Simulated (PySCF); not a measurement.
Vertical excitations of a molecule CH₇FO₂Si₂ from TDA-PBE/def2-SVPD (PySCF 2.14.0), as energy in eV (oscillator strength): 6.65 (0.041), 7.06 (0.002), 7.16 (0.019), 7.29 (0.007), 7.43 (0.069), 7.50 (0.031), 7.68 (0.027), 7.82 (0.003), 7.92 (0.025), 7.97 (0.030). Lowest triplet (TDA): 6.46 eV. Geometry: PBE-D3(BJ)/def2-SVP. The values are those of a single conformer.

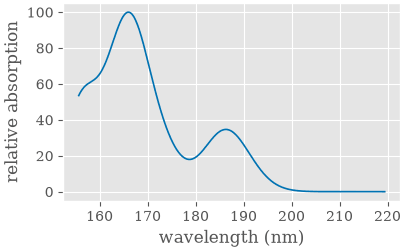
Figure: The lines broadened by 0.4 eV.

### Question
Which molecule gave these data?
A. CO[Si@H](F)O[SiH3]
B. CO[SiH2][Si@@H](O)F
C. O[Si](O)(F)C[SiH3]
D. C[Si@@H](O)O[SiH2]F

### Answer
C, O[Si](O)(F)C[SiH3]
